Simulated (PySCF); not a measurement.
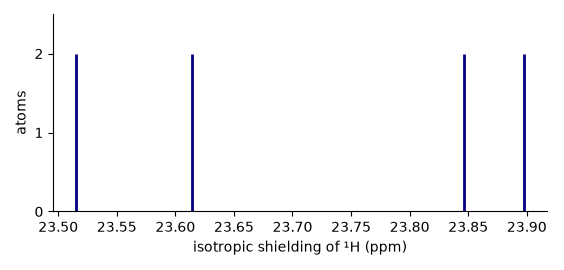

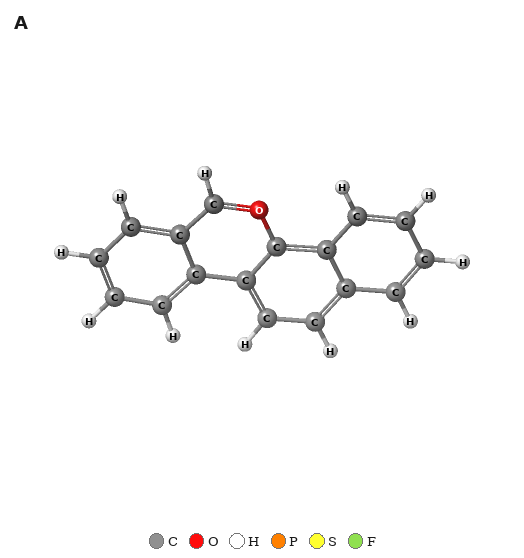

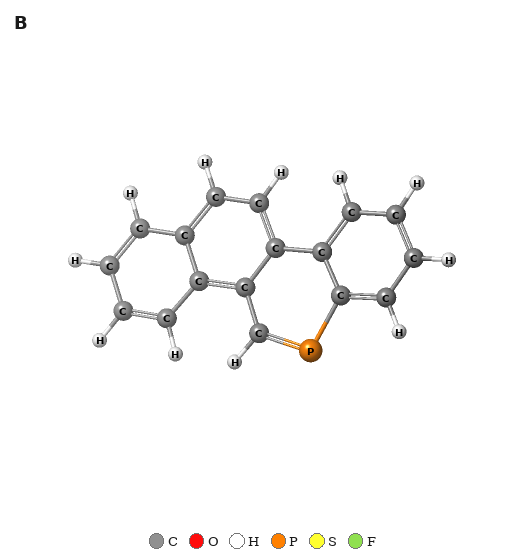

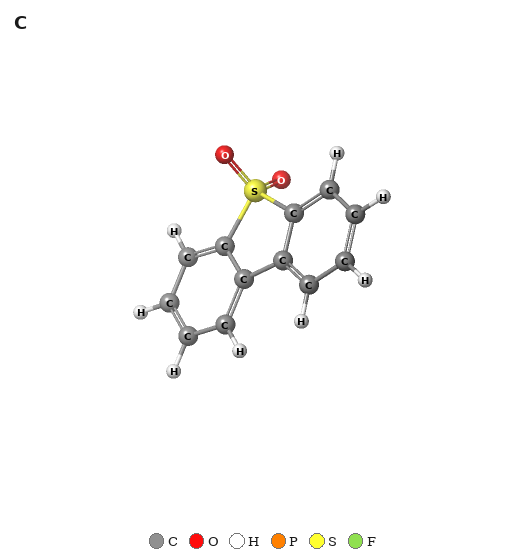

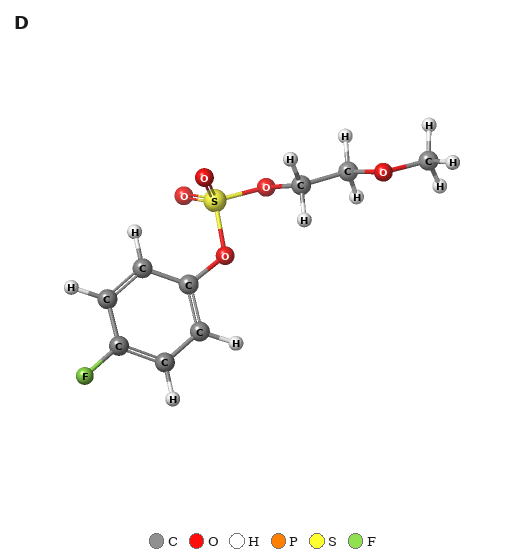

The sticks are computed shieldings of one of the molecules, for one fixed geometry (GFN2-xTB) without averaging over rotations. Low shielding means a high chemical shift. Method: GIAO PBE0/pcSseg-1 NMR shielding, non-relativistic, gas phase (PySCF 2.14.0).

Question: Which molecule gives this pattern?

Answer: C, `O=S1(=O)c2ccccc2-c2ccccc21`. Its 8 H atoms give lines at 23.51 (2 atoms), 23.61 (2 atoms), 23.85 (2 atoms), 23.90 (2 atoms) ppm.

The geometry is semi-empirical. Around P such bond lengths and angles can be off by a tenth of an ångström or more and by several degrees, and values that hang on the shape move with them.
